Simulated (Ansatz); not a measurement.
## Strength of the C–C bond: C3H3F3 → C2H2F + CHF2

Species: C3H3F3 `C=C(F)C(F)F`, singlet; C2H2F `C=[C]F`, doublet; CHF2 (difluoromethyl radical) `F[CH]F`, doublet. 

Shapes, held fixed at every level: PBE0-D4/def2-TZVP. Flexible molecules stand in one conformer, not always the lowest. Programs: Ansatz 0.2.0. The zero-point and thermal change to 298 K, harmonic and unscaled (PBE0-D4/def2-TZVP), is -16.0 kJ/mol.

```json
{"level": "HF/def2-TZVPP", "kind": "Hartree–Fock", "ΔH(298 K) (kJ/mol)": "+308.1", "CPU time (sum over the molecules)": "–"}
{"level": "PBE-D4/def2-TZVPP", "kind": "GGA", "ΔH(298 K) (kJ/mol)": "+414.2", "CPU time (sum over the molecules)": "14 s"}
{"level": "r2SCAN-D4/def2-TZVPP", "kind": "meta-GGA", "ΔH(298 K) (kJ/mol)": "+400.3", "CPU time (sum over the molecules)": "26 s"}
{"level": "B3LYP-D4/def2-TZVPP", "kind": "global hybrid", "ΔH(298 K) (kJ/mol)": "+411.2", "CPU time (sum over the molecules)": "19 s"}
{"level": "BHLYP-D4/def2-TZVPP", "kind": "global hybrid", "ΔH(298 K) (kJ/mol)": "+413.1", "CPU time (sum over the molecules)": "15 s"}
{"level": "r2SCAN0-D4/def2-TZVPP", "kind": "global hybrid", "ΔH(298 K) (kJ/mol)": "+401.2", "CPU time (sum over the molecules)": "32 s"}
{"level": "wB97M-V/def2-TZVPP", "kind": "range-separated hybrid", "ΔH(298 K) (kJ/mol)": "+441.0", "CPU time (sum over the molecules)": "50 s"}
{"level": "B2PLYP/def2-TZVPP", "kind": "double hybrid", "ΔH(298 K) (kJ/mol)": "+416.8", "CPU time (sum over the molecules)": "24 s"}
```

B2PLYP/def2-TZVPP gives ΔH(298 K) = +416.8 kJ/mol; the levels span +308.1 to +441.0. The median of the levels is +412.1. Hartree–Fock misses the correlation of the pair that is broken and comes out low. No measured value is set beside it here. Spin contamination: C2H2F (⟨S²⟩ up to 0.93). Open shells run unrestricted unless RO is named. Times are processor times on shared x86 and Arm servers, and rough.

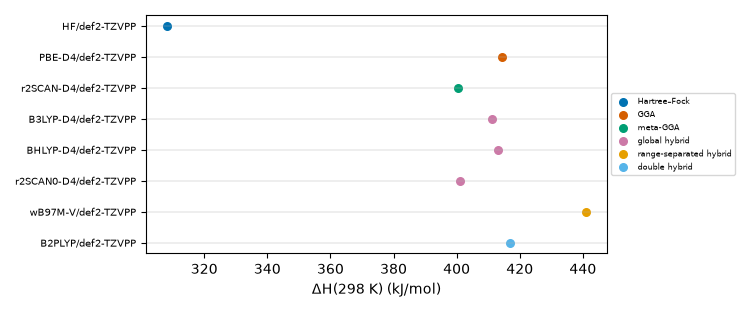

The values of the table, level by level.
